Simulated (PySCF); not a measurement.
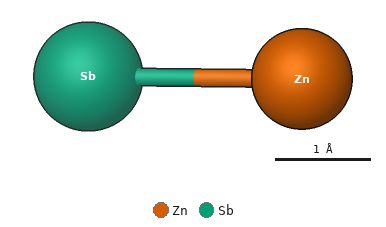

Fig. 1: The input geometry (ball-and-stick view, seen at a tilt). Sticks mark near contacts. Bond lengths as drawn: Sb–Zn 2.43 Å.

## Geometry relaxation of ZnSb (part 1 of 2)

System: ZnSb, multiplicity 4.
Method: UHF/lanl2dz, optimize (PySCF 2.14.0).

### Input
```python
from pyscf import gto, scf
from pyscf.geomopt.geometric_solver import optimize

mol = gto.M(
    atom='Zn 0 0 0; Sb 0 0 2.427',
    basis='lanl2dz',
    ecp={'Zn': 'lanl2dz', 'Sb': 'lanl2dz'},
    charge=0,
    spin=3,
    symmetry=True,
    verbose=4,
)
mf = scf.UHF(mol)
mf.kernel()
mol_eq = optimize(mf, maxsteps=30)
print('optimised geometry (angstrom)')
print(mol_eq.tostring('raw'))
print('orbital energies (hartree):', [e[max(0, n-3):n+3].round(4) for e, n in zip(mf.mo_energy, mol.nelec)])
```

Machine: 1 CPU thread, shared host.

Launched with:
```bash
OMP_NUM_THREADS=1 python input.py
```

### Output
```
PySCF version 2.14.0

[INPUT] verbose = 4
[INPUT] num. atoms = 2
[INPUT] num. electrons = 17
[INPUT] charge = 0
[INPUT] spin (= nelec alpha-beta = 2S) = 3
[INPUT] symmetry True subgroup None
[INPUT] Mole.unit = angstrom
[INPUT] Symbol           X                Y                Z      unit          X                Y                Z       unit  Magmom
[INPUT]  1 Zn     0.000000000000   0.000000000000   0.000000000000 AA    0.000000000000   0.000000000000   0.000000000000 Bohr   0.0
[INPUT]  2 Sb     0.000000000000   0.000000000000   2.427000000000 AA    0.000000000000   0.000000000000   4.586365304319 Bohr   0.0

nuclear repulsion = 13.0822549053152
point group symmetry = Coov
symmetry origin: [0.         0.         2.88771149]
symmetry axis x: [1. 0. 0.]
symmetry axis y: [0. 1. 0.]
symmetry axis z: [0. 0. 1.]
num. orbitals of irrep A1 = 10
num. orbitals of irrep E1x = 6
num. orbitals of irrep E1y = 6
num. orbitals of irrep E2x = 2
num. orbitals of irrep E2y = 2
number of shells = 10
number of NR pGTOs = 46
number of NR cGTOs = 26
basis = lanl2dz
ecp = {'Zn': 'lanl2dz', 'Sb': 'lanl2dz'}

******** <class 'pyscf.scf.uhf_symm.SymAdaptedUHF'> ********
method = SymAdaptedUHF
initial guess = minao
damping factor = 0
level_shift factor = 0
DIIS = <class 'pyscf.scf.diis.CDIIS'>
diis_start_cycle = 1
diis_space = 8
diis_damp = 0
SCF conv_tol = 1e-09
SCF conv_tol_grad = None
SCF max_cycles = 50
direct_scf = True
direct_scf_tol = 1e-13
number electrons alpha = 10  beta = 7
Freeze 0 electrons in irreps []
    17 free electrons in irreps A1 E1x E1y E2x E2y
Set gradient conv threshold to 3.16228e-05
init E= -58.9755545802064
alpha HOMO (E1x) = 0.332941403931526  LUMO (A1) = 0.377769310835573
beta  HOMO (E1x) = 0.0940093332593578  LUMO (A1) = 0.127264771162746

WARN: HOMO 0.332941403931526 >= LUMO 0.127264771162746

WARN: alpha-A1 HOMO 0.127264771162746 > system LUMO 0.127264771162746

WARN: alpha-E1x HOMO 0.332941403931526 > system LUMO 0.127264771162746

WARN: alpha-E1y HOMO 0.332941403931526 > system LUMO 0.127264771162746

WARN: beta-A1 LUMO 0.127264771162746 < system HOMO 0.332941403931526

WARN: beta-E1x LUMO 0.332941403931526 < system HOMO 0.332941403931526

WARN: beta-E1y LUMO 0.332941403931526 < system HOMO 0.332941403931526

cycle= 1 E= -28.1648753585455  delta_E= 30.8  |g|= 2.48  |ddm|= 7.36
alpha HOMO (E2x) = -2.39407588248165  LUMO (E2x) = -2.39407588248165
beta  HOMO (A1) = -2.36235755530878  LUMO (E1x) = -2.35391330058622

WARN: HOMO -2.36235755530878 >= LUMO -2.39407588248165

WARN: alpha-E2y LUMO -2.39407588248165 < system HOMO -2.36235755530878

WARN: beta-A1 HOMO -2.36235755530878 > system LUMO -2.39407588248165

cycle= 2 E= -51.442162447321  delta_E= -23.3  |g|= 2.69  |ddm|= 7.78
alpha HOMO (A1) = -0.574531301627506  LUMO (E1x) = -0.437572572668424
beta  HOMO (A1) = -0.777161901415817  LUMO (A1) = -0.536831817123983
  HOMO = -0.574531301628  LUMO = -0.536831817124  gap/eV = 1.02586
cycle= 3 E= -65.4409990908599  delta_E=  -14  |g|=  2.6  |ddm|= 3.72
alpha HOMO (A1) = -0.586061812434204  LUMO (E1x) = -0.392686875289006
beta  HOMO (A1) = -0.772037756308111  LUMO (A1) = -0.492864034032492
  HOMO = -0.586061812434  LUMO = -0.492864034032  gap/eV = 2.53604
cycle= 4 E= -65.472383595547  delta_E= -0.0314  |g|= 2.54  |ddm|= 0.397
alpha HOMO (E1x) = -0.591895856692519  LUMO (E1x) = -0.45711423772785
beta  HOMO (A1) = -0.750716637572113  LUMO (E1x) = -0.565018592461867
  HOMO = -0.591895856693  LUMO = -0.565018592462  gap/eV = 0.73137
cycle= 5 E= -65.9967711499127  delta_E= -0.524  |g|= 2.43  |ddm|= 0.59
alpha HOMO (E1x) = -0.488019561025098  LUMO (E1x) = -0.335003501068491
beta  HOMO (A1) = -0.693174137661087  LUMO (E1x) = -0.435263197451551
  HOMO = -0.488019561025  LUMO = -0.435263197452  gap/eV = 1.43557
cycle= 6 E= -66.8876729316879  delta_E= -0.891  |g|= 2.11  |ddm|= 0.655
alpha HOMO (A1) = -0.359120997769207  LUMO (E1x) = -0.178499492045405
beta  HOMO (A1) = -0.647724125366683  LUMO (E1x) = -0.210352064798793
  HOMO = -0.359120997769  LUMO = -0.210352064799  gap/eV = 4.04821
cycle= 7 E= -67.7095803953718  delta_E= -0.822  |g|= 1.57  |ddm|=    1
alpha HOMO (A1) = -0.35730564455127  LUMO (E1x) = -0.0807359122109013
beta  HOMO (A1) = -0.637780161615828  LUMO (E1x) = -0.238804539218139
  HOMO = -0.357305644551  LUMO = -0.238804539218  gap/eV = 3.22458
cycle= 8 E= -68.357803783308  delta_E= -0.648  |g|= 1.09  |ddm|= 0.99
alpha HOMO (A1) = -0.272224697138132  LUMO (E1x) = 0.0352059635816646
beta  HOMO (A1) = -0.341583518512683  LUMO (E1x) = -0.00561679788727454
  HOMO = -0.272224697138  LUMO = -0.00561679788727  gap/eV = 7.25477
cycle= 9 E= -68.6837887157646  delta_E= -0.326  |g|= 0.175  |ddm|= 0.711
alpha HOMO (A1) = -0.233927552494497  LUMO (E1x) = 0.0302953178078882
beta  HOMO (A1) = -0.324743332475257  LUMO (E1x) = 0.00683745303176164
  HOMO = -0.233927552494  LUMO = 0.00683745303176  gap/eV = 6.55155
cycle= 10 E= -68.7295448932491  delta_E= -0.0458  |g|= 0.0557  |ddm|= 0.608
alpha HOMO (A1) = -0.256770769030689  LUMO (E1x) = 0.036260818723339
beta  HOMO (A1) = -0.311121901829789  LUMO (E1x) = 0.00316823724063009
  HOMO = -0.256770769031  LUMO = 0.00316823724063  gap/eV = 7.07330
cycle= 11 E= -68.7397260702676  delta_E= -0.0102  |g|= 0.0212  |ddm|= 0.321
alpha HOMO (A1) = -0.25264557945253  LUMO (E1x) = 0.0399575094521589
beta  HOMO (A1) = -0.307058629590157  LUMO (E1x) = 0.000512067171984487
  HOMO = -0.252645579453  LUMO = 0.000512067171984  gap/eV = 6.88877
cycle= 12 E= -68.7419441772034  delta_E= -0.00222  |g|= 0.00576  |ddm|= 0.196
alpha HOMO (A1) = -0.253278411943071  LUMO (E1x) = 0.0399380021164452
beta  HOMO (A1) = -0.306998643607711  LUMO (E1x) = 0.000400442884009866
  HOMO = -0.253278411943  LUMO = 0.00040044288401  gap/eV = 6.90295
cycle= 13 E= -68.7421270245574  delta_E= -0.000183  |g|= 0.00222  |ddm|= 0.0488
alpha HOMO (A1) = -0.252994631707862  LUMO (E1x) = 0.0404670089815398
beta  HOMO (A1) = -0.306451432939729  LUMO (E1x) = 0.000765267863421792
  HOMO = -0.252994631708  LUMO = 0.000765267863422  gap/eV = 6.90516
cycle= 14 E= -68.742153208521  delta_E= -2.62e-05  |g|= 0.000779  |ddm|= 0.0155
alpha HOMO (A1) = -0.252923755213661  LUMO (E1x) = 0.0407409989604862
beta  HOMO (A1) = -0.306338871524177  LUMO (E1x) = 0.000582533969516685
  HOMO = -0.252923755214  LUMO = 0.000582533969517  gap/eV = 6.89826
cycle= 15 E= -68.7421570226807  delta_E= -3.81e-06  |g|= 0.00024  |ddm|= 0.00618
alpha HOMO (A1) = -0.252810208053631  LUMO (E1x) = 0.0407972065750127
beta  HOMO (A1) = -0.306267116906914  LUMO (E1x) = 0.00056832190529188
  HOMO = -0.252810208054  LUMO = 0.000568321905292  gap/eV = 6.89478
cycle= 16 E= -68.7421572241956  delta_E= -2.02e-07  |g|= 3.16e-05  |ddm|= 0.00148
alpha HOMO (A1) = -0.252797056122121  LUMO (E1x) = 0.0407947070460944
beta  HOMO (A1) = -0.306259016646561  LUMO (E1x) = 0.000561430975096311
  HOMO = -0.252797056122  LUMO = 0.000561430975096  gap/eV = 6.89424
cycle= 17 E= -68.7421572279953  delta_E= -3.8e-09  |g|= 6.2e-06  |ddm|= 0.000225
alpha HOMO (A1) = -0.252800823885063  LUMO (E1x) = 0.0407929522526387
beta  HOMO (A1) = -0.306264653525757  LUMO (E1x) = 0.000560005065991964
  HOMO = -0.252800823885  LUMO = 0.000560005065992  gap/eV = 6.89430
cycle= 18 E= -68.7421572280945  delta_E= -9.92e-11  |g|= 1.1e-06  |ddm|= 4.11e-05
alpha HOMO (A1) = -0.252800464339853  LUMO (E1x) = 0.0407930180910113
beta  HOMO (A1) = -0.306264434305823  LUMO (E1x) = 0.000559861417931851
  HOMO = -0.25280046434  LUMO = 0.000559861417932  gap/eV = 6.89429
Extra cycle  E= -68.7421572280975  delta_E= -3e-12  |g|= 5.26e-07  |ddm|= 3.99e-06
converged SCF energy = -68.7421572280975  <S^2> = 3.7699335  2S+1 = 4.0099544
Create scanner for <class 'pyscf.grad.uhf.Gradients'>
Create scanner for <class 'pyscf.scf.uhf_symm.SymAdaptedUHF'>
input.py

Current date and time:

#|     Arguments passed to driver run_optimizer():      |#
customengine              <pyscf.geomopt.geometric_solver.PySCFEngine object>
logIni                    [file]
maxiter                   30
----------------------------------------------------------
Custom engine selected.
Bonds will be generated from interatomic distances less than 1.20 times sum of covalent radii
6 internal coordinates being used (instead of 6 Cartesians)
Internal coordinate system (atoms numbered from 1):
Distance 1-2
Translation-X 1-2
Translation-Y 1-2
Translation-Z 1-2
Rotation-A 1-2
Rotation-B 1-2
Rotation-C 1-2
<class 'geometric.internal.Distance'> : 1
<class 'geometric.internal.TranslationX'> : 1
<class 'geometric.internal.TranslationY'> : 1
<class 'geometric.internal.TranslationZ'> : 1
<class 'geometric.internal.RotationA'> : 1
<class 'geometric.internal.RotationB'> : 1
<class 'geometric.internal.RotationC'> : 1
> ===== Optimization Info: ====
> Job type: Energy minimization
> Maximum number of optimization cycles: 30
> Initial / maximum trust radius (Angstrom): 0.100 / 0.300
> Convergence Criteria:
> Will converge when all 5 criteria are reached:
>  |Delta-E| < 1.00e-06
>  RMS-Grad  < 3.00e-04
>  Max-Grad  < 4.50e-04
>  RMS-Disp  < 1.20e-03
>  Max-Disp  < 1.80e-03
> === End Optimization Info ===

Geometry optimization cycle 1
Cartesian coordinates (Angstrom)
 Atom        New coordinates             dX        dY        dZ
  Zn   0.000000   0.000000   0.000000    0.000000  0.000000  0.000000
  Sb   0.000000   0.000000   2.427000    0.000000  0.000000  0.000000

WARN: Mole.unit (angstrom) is changed to Bohr

New geometry
   1 Zn     0.000000000000   0.000000000000   0.000000000000 AA    0.000000000000   0.000000000000   0.000000000000 Bohr
   2 Sb     0.000000000000   0.000000000000   2.427000000000 AA    0.000000000000   0.000000000000   4.586365304319 Bohr

******** <class 'pyscf.scf.hf.SymAdaptedUHF_Scanner'> ********
method = SymAdaptedUHF_Scanner
initial guess = minao
damping factor = 0
level_shift factor = 0
DIIS = <class 'pyscf.scf.diis.CDIIS'>
diis_start_cycle = 1
diis_space = 8
diis_damp = 0
SCF conv_tol = 1e-09
SCF conv_tol_grad = None
SCF max_cycles = 50
direct_scf = True
direct_scf_tol = 1e-13
number electrons alpha = 10  beta = 7
Freeze 0 electrons in irreps []
    17 free electrons in irreps A1 E1x E1y E2x E2y
Set gradient conv threshold to 3.16228e-05
init E= -68.7421572280975
alpha HOMO (A1) = -0.252800480335754  LUMO (E1x) = 0.0407929781325528
beta  HOMO (A1) = -0.306264491633878  LUMO (E1x) = 0.000559876689848693
  HOMO = -0.252800480336  LUMO = 0.000559876689849  gap/eV = 6.89429
cycle= 1 E= -68.7421572280983  delta_E= -8.38e-13  |g|= 2.9e-07  |ddm|= 2.22e-06
alpha HOMO (A1) = -0.252800492621037  LUMO (E1x) = 0.0407929603680898
beta  HOMO (A1) = -0.306264546156102  LUMO (E1x) = 0.000559866491448346
  HOMO = -0.252800492621  LUMO = 0.000559866491448  gap/eV = 6.89429
Extra cycle  E= -68.7421572280986  delta_E= -2.56e-13  |g|= 1.82e-07  |ddm|= 1.3e-06
converged SCF energy = -68.7421572280986  <S^2> = 3.7699335  2S+1 = 4.0099544

******** <class 'pyscf.grad.rhf.Gradients_Scanner'> for <class 'pyscf.scf.hf.SymAdaptedUHF_Scanner'> ********
unit = Eh/Bohr
--------------- SymAdaptedUHF_Scanner gradients ---------------
         x                y                z
0 Zn     0.0000000000     0.0000000000     0.0638653582
1 Sb     0.0000000000     0.0000000000    -0.0638653582
----------------------------------------------
cycle 1: E = -68.7421572281  dE = -68.7422  norm(grad) = 0.0903193
Step    0 : Gradient = 6.387e-02/6.387e-02 (rms/max) Energy = -68.7421572281
Hessian Eigenvalues: 5.00000e-02 5.00000e-02 5.00000e-02 ... 5.00000e-02 5.00000e-02 1.08566e-01

Geometry optimization cycle 2
Cartesian coordinates (Angstrom)
 Atom        New coordinates             dX        dY        dZ
  Zn   0.000000   0.000000  -0.100000    0.000000  0.000000 -0.100000
  Sb   0.000000   0.000000   2.527000    0.000000  0.000000  0.100000
New geometry
   1 Zn     0.000000000000   0.000000000000  -0.100000000003 AA    0.000000000000   0.000000000000  -0.188972612463 Bohr
   2 Sb     0.000000000000   0.000000000000   2.527000000003 AA    0.000000000000   0.000000000000   4.775337916782 Bohr

******** <class 'pyscf.scf.hf.SymAdaptedUHF_Scanner'> ********
method = SymAdaptedUHF_Scanner
initial guess = minao
damping factor = 0
level_shift factor = 0
DIIS = <class 'pyscf.scf.diis.CDIIS'>
diis_start_cycle = 1
diis_space = 8
diis_damp = 0
SCF conv_tol = 1e-09
SCF conv_tol_grad = None
SCF max_cycles = 50
direct_scf = True
direct_scf_tol = 1e-13
number electrons alpha = 10  beta = 7
Freeze 0 electrons in irreps []
    17 free electrons in irreps A1 E1x E1y E2x E2y
Set gradient conv threshold to 3.16228e-05
init E= -68.7289134171381
alpha HOMO (A1) = -0.27235736609402  LUMO (E1x) = 0.033766398272016
beta  HOMO (A1) = -0.313109887296766  LUMO (E1x) = 0.000755057410499083
  HOMO = -0.272357366094  LUMO = 0.000755057410499  gap/eV = 7.43177
cycle= 1 E= -68.7584732605309  delta_E= -0.0296  |g|= 0.0147  |ddm|= 0.091
alpha HOMO (A1) = -0.257439500612066  LUMO (E1x) = 0.0389082415047851
beta  HOMO (A1) = -0.300779917696055  LUMO (E1x) = 0.0079589030553282
  HOMO = -0.257439500612  LUMO = 0.00795890305533  gap/eV = 7.22186
cycle= 2 E= -68.7588090246286  delta_E= -0.000336  |g|= 0.00761  |ddm|= 0.0329
alpha HOMO (A1) = -0.25771349854225  LUMO (E1x) = 0.0390265051437002
beta  HOMO (A1) = -0.301658478137203  LUMO (E1x) = 0.00706716401399876
  HOMO = -0.257713498542  LUMO = 0.007067164014  gap/eV = 7.20505
cycle= 3 E= -68.7589200974001  delta_E= -0.000111  |g|= 0.00484  |ddm|= 0.017
alpha HOMO (A1) = -0.257484467831559  LUMO (E1x) = 0.0394483929619176
beta  HOMO (A1) = -0.30183494840304  LUMO (E1x) = 0.00653481521815014
  HOMO = -0.257484467832  LUMO = 0.00653481521815  gap/eV = 7.18433
cycle= 4 E= -68.7590195582298  delta_E= -9.95e-05  |g|= 0.0028  |ddm|= 0.0218
alpha HOMO (A1) = -0.256729530091836  LUMO (E1x) = 0.0403280775959287
beta  HOMO (A1) = -0.301128893240834  LUMO (E1x) = 0.00655884791043659
  HOMO = -0.256729530092  LUMO = 0.00655884791044  gap/eV = 7.16444
cycle= 5 E= -68.7590906467607  delta_E= -7.11e-05  |g|= 0.000663  |ddm|= 0.0333
alpha HOMO (A1) = -0.256590733538041  LUMO (E1x) = 0.0405693024386793
beta  HOMO (A1) = -0.300935426098766  LUMO (E1x) = 0.00641843319311119
  HOMO = -0.256590733538  LUMO = 0.00641843319311  gap/eV = 7.15684
cycle= 6 E= -68.7590934505471  delta_E= -2.8e-06  |g|= 7.94e-05  |ddm|= 0.00686
alpha HOMO (A1) = -0.25661502765505  LUMO (E1x) = 0.0405524642674399
beta  HOMO (A1) = -0.300972624693366  LUMO (E1x) = 0.0064280437905655
  HOMO = -0.256615027655  LUMO = 0.00642804379057  gap/eV = 7.15777
cycle= 7 E= -68.7590934677177  delta_E= -1.72e-08  |g|= 2.01e-05  |ddm|= 0.000353
alpha HOMO (A1) = -0.256612663000766  LUMO (E1x) = 0.0405541219718661
beta  HOMO (A1) = -0.300969492546026  LUMO (E1x) = 0.00642395452896438
  HOMO = -0.256612663001  LUMO = 0.00642395452896  gap/eV = 7.15759
cycle= 8 E= -68.7590934691514  delta_E= -1.43e-09  |g|= 6e-06  |ddm|= 0.000125
alpha HOMO (A1) = -0.256611862271826  LUMO (E1x) = 0.0405530875592462
beta  HOMO (A1) = -0.300967316055276  LUMO (E1x) = 0.00642548280087429
  HOMO = -0.256611862272  LUMO = 0.00642548280087  gap/eV = 7.15761
cycle= 9 E= -68.7590934692936  delta_E= -1.42e-10  |g|= 1.4e-06  |ddm|= 4.36e-05
alpha HOMO (A1) = -0.256611845879487  LUMO (E1x) = 0.0405530512472836
beta  HOMO (A1) = -0.300967653909136  LUMO (E1x) = 0.0064254443271583
  HOMO = -0.256611845879  LUMO = 0.00642544432716  gap/eV = 7.15761
Extra cycle  E= -68.7590934692988  delta_E= -5.26e-12  |g|= 7.08e-07  |ddm|= 5.74e-06
converged SCF energy = -68.7590934692988  <S^2> = 3.7858308  2S+1 = 4.0178755

******** <class 'pyscf.grad.rhf.Gradients_Scanner'> for <class 'pyscf.scf.hf.SymAdaptedUHF_Scanner'> ********
unit = Eh/Bohr
--------------- SymAdaptedUHF_Scanner gradients ---------------
         x                y                z
0 Zn     0.0000000000     0.0000000000     0.0297526523
1 Sb     0.0000000000     0.0000000000    -0.0297526523
----------------------------------------------
cycle 2: E = -68.7590934693  dE = -0.0169362  norm(grad) = 0.0420766
Step    1 : Displace = 1.000e-01/1.000e-01 (rms/max) Trust = 1.000e-01 (=) Grad = 2.975e-02/2.975e-02 (rms/max) E (change) = -68.7590934693 (-1.694e-02) Quality = 1.034
Hessian Eigenvalues: 5.00000e-02 5.00000e-02 5.00000e-02 ... 5.00000e-02 5.00000e-02 9.02583e-02

Geometry optimization cycle 3
Cartesian coordinates (Angstrom)
 Atom        New coordinates             dX        dY        dZ
  Zn   0.000000   0.000000  -0.187219    0.000000  0.000000 -0.087219
  Sb   0.000000   0.000000   2.614219    0.000000  0.000000  0.087219
New geometry
   1 Zn     0.000000000000   0.000000000000  -0.187218681835 AA    0.000000000000   0.000000000000  -0.353792034071 Bohr
   2 Sb     0.000000000000   0.000000000000   2.614218681835 AA    0.000000000000   0.000000000000   4.940157338390 Bohr

******** <class 'pyscf.scf.hf.SymAdaptedUHF_Scanner'> ********
method = SymAdaptedUHF_Scanner
initial guess = minao
damping factor = 0
level_shift factor = 0
DIIS = <class 'pyscf.scf.diis.CDIIS'>
diis_start_cycle = 1
diis_space = 8
diis_damp = 0
SCF conv_tol = 1e-09
SCF conv_tol_grad = None
SCF max_cycles = 50
direct_scf = True
direct_scf_tol = 1e-13
number electrons alpha = 10  beta = 7
Freeze 0 electrons in irreps []
    17 free electrons in irreps A1 E1x E1y E2x E2y
Set gradient conv threshold to 3.16228e-05
init E= -68.7462205290284
alpha HOMO (A1) = -0.271979164744102  LUMO (E1x) = 0.0359143749202269
beta  HOMO (A1) = -0.304302463810486  LUMO (E1x) = 0.00714243098824285
  HOMO = -0.271979164744  LUMO = 0.00714243098824  gap/eV = 7.59529
cycle= 1 E= -68.7657058857976  delta_E= -0.0195  |g|= 0.0107  |ddm|= 0.0733
alpha HOMO (A1) = -0.261032138009932  LUMO (E1x) = 0.0396440642982064
beta  HOMO (A1) = -0.296711323759529  LUMO (E1x) = 0.0117768634666156
  HOMO = -0.26103213801  LUMO = 0.0117768634666  gap/eV = 7.42351
cycle= 2 E= -68.765971971797  delta_E= -0.000266  |g|= 0.00602  |ddm|= 0.0275
alpha HOMO (A1) = -0.261145025149117  LUMO (E1x) = 0.0399497530933574
beta  HOMO (A1) = -0.297414827684287  LUMO (E1x) = 0.0110740980638653
  HOMO = -0.261145025149  LUMO = 0.0110740980639  gap/eV = 7.40746
cycle= 3 E= -68.7660852074846  delta_E= -0.000113  |g|= 0.00446  |ddm|= 0.0172
alpha HOMO (A1) = -0.260795505857047  LUMO (E1x) = 0.0405498791023078
beta  HOMO (A1) = -0.297560849976404  LUMO (E1x) = 0.0106595486488315
  HOMO = -0.260795505857  LUMO = 0.0106595486488  gap/eV = 7.38667
cycle= 4 E= -68.7661901969646  delta_E= -0.000105  |g|= 0.00249  |ddm|= 0.0228
alpha HOMO (A1) = -0.259953851631286  LUMO (E1x) = 0.0414982723432216
beta  HOMO (A1) = -0.2970432997716  LUMO (E1x) = 0.0106947602044976
  HOMO = -0.259953851631  LUMO = 0.0106947602045  gap/eV = 7.36472
cycle= 5 E= -68.7662507210574  delta_E= -6.05e-05  |g|= 0.00047  |ddm|= 0.0307
alpha HOMO (A1) = -0.259786997783201  LUMO (E1x) = 0.0416348346844001
beta  HOMO (A1) = -0.296835204761165  LUMO (E1x) = 0.0105908382629354
  HOMO = -0.259786997783  LUMO = 0.0105908382629  gap/eV = 7.35736
cycle= 6 E= -68.7662520321401  delta_E= -1.31e-06  |g|= 0.000105  |ddm|= 0.00385
alpha HOMO (A1) = -0.259779696041886  LUMO (E1x) = 0.041628866009
beta  HOMO (A1) = -0.296878843884914  LUMO (E1x) = 0.0105926385571642
  HOMO = -0.259779696042  LUMO = 0.0105926385572  gap/eV = 7.35721
cycle= 7 E= -68.7662520782222  delta_E= -4.61e-08  |g|= 3.21e-05  |ddm|= 0.000617
alpha HOMO (A1) = -0.259762502215299  LUMO (E1x) = 0.0416278276968862
```
